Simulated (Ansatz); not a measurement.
# CH₇BGe (SMILES B[CH2][GeH3]): what the fields show

```xyz
10

C     0.3842   -0.0743    0.3406
B    -0.2978    0.1777    1.6920
Ge   -1.0288   -1.0287   -0.6889
H     0.6059    0.8140   -0.2716
H     1.2329   -0.7763    0.3414
H    -0.9684    1.1704    1.8692
H    -0.2517   -0.6542    2.5708
H    -0.4486   -1.3310   -2.0783
H    -2.2779   -0.1498   -0.8389
H    -1.4074   -2.3455    0.0025
```

Geometry: r2SCAN-D4/def2-SVP.

Computed with Ansatz 0.2.0, isolated molecule in a Gaussian basis; Kohn-Sham density functional theory, functional PBE0.

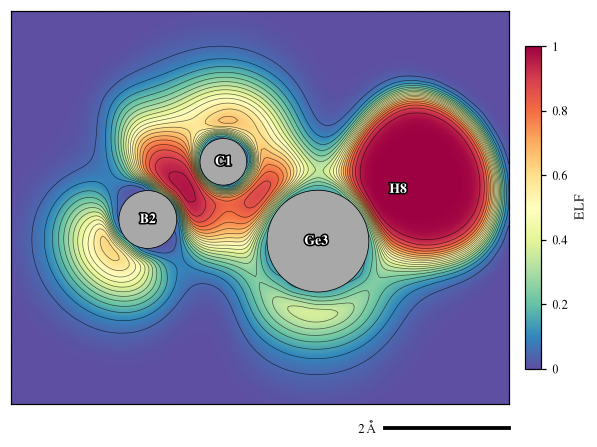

Figure 1. ELF on the plane of atoms B2, C1 and Ge3. Grey discs cover the atomic cores.

Question: Describe what can be read from this map.

Answer: The section cuts through C, B, Ge and H sites. C–B (1.53 Å): the ELF peaks at about 0.95 between the atoms: a covalent bond. C–Ge (1.99 Å): the ELF peaks at about 0.85 between the atoms: a covalent bond. Ge–H (1.54 Å): the ELF climbs to about 1 towards the hydrogen.

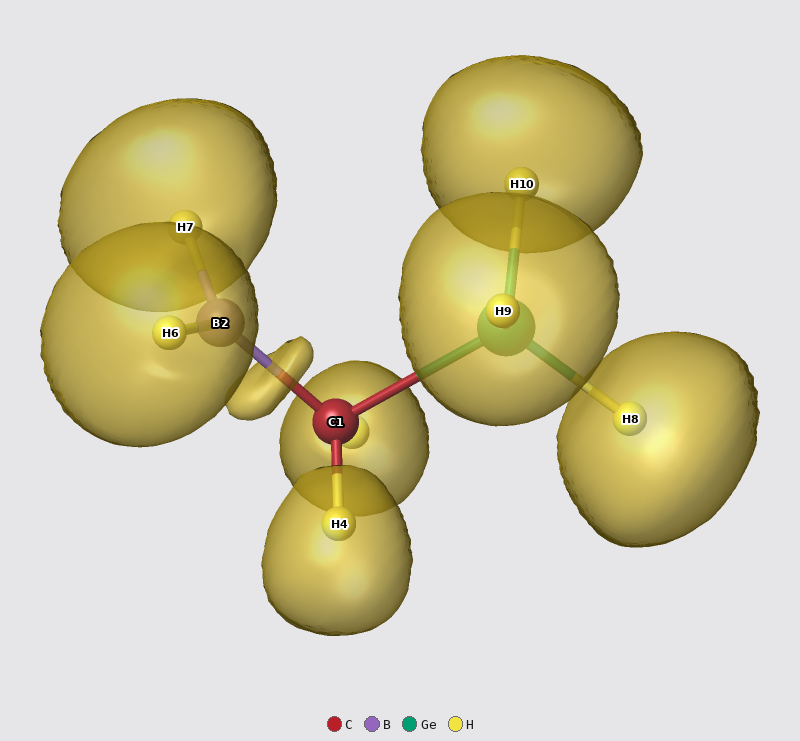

Figure 2. Isosurface of the electron localisation function at 0.9 (yellow), seen at an oblique angle. Only the valence region is drawn (cores and ρ < 0.01 e/Å³ removed).

Question: Identify the bonds, lone pairs and shells in this picture.

Answer: The surface consists of one region between bonded B–C atoms (shared pairs) and seven regions around hydrogen nuclei.

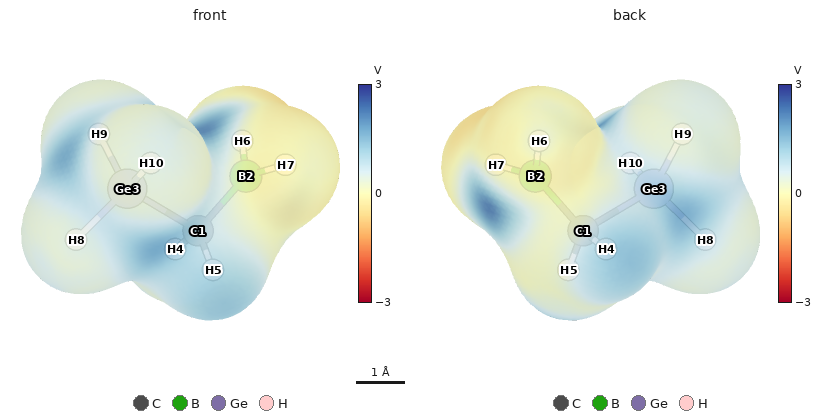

Figure 3. The molecular electrostatic potential painted on the density surface at 0.004 e/bohr³, seen from the front and from behind; the colour scale runs from red (negative) to blue (positive).

Question: Describe the electrostatic potential map.

Answer: The most negative region (about −0.5 V) lies over H7, the most positive (about +2.1 V) over B2 and Ge3.

Question: How polar is the molecule by this calculation?

Answer: Its dipole moment is 1.05 D.

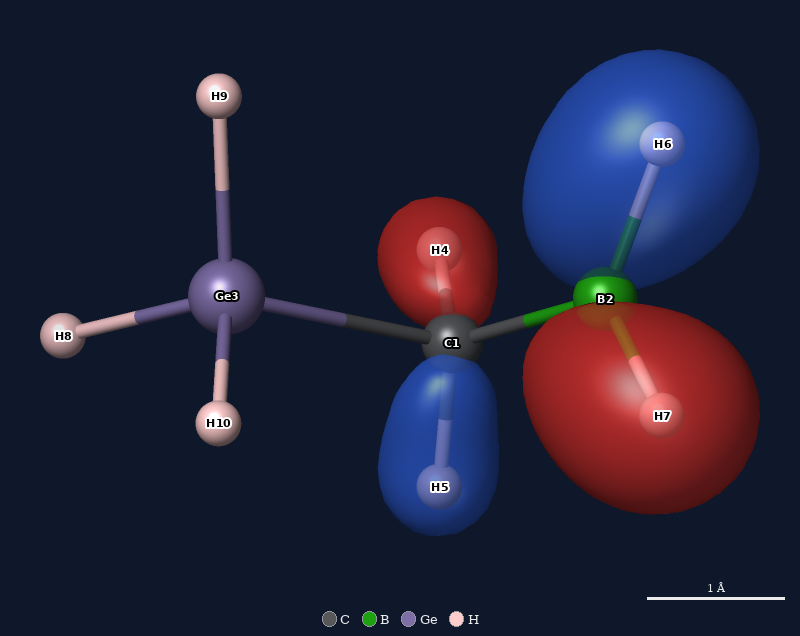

Figure 4. The HOMO−1 at ±0.2 Å⁻³ᐟ² (red and blue are the two phases), seen from one side.

Question: Describe this orbital and give its energy.

Answer: It lies mainly on B2 (about 35 %), H6 (about 25 %), H7 (about 25 %) and C1 (about 10 %). Its energy is −8.99 eV.
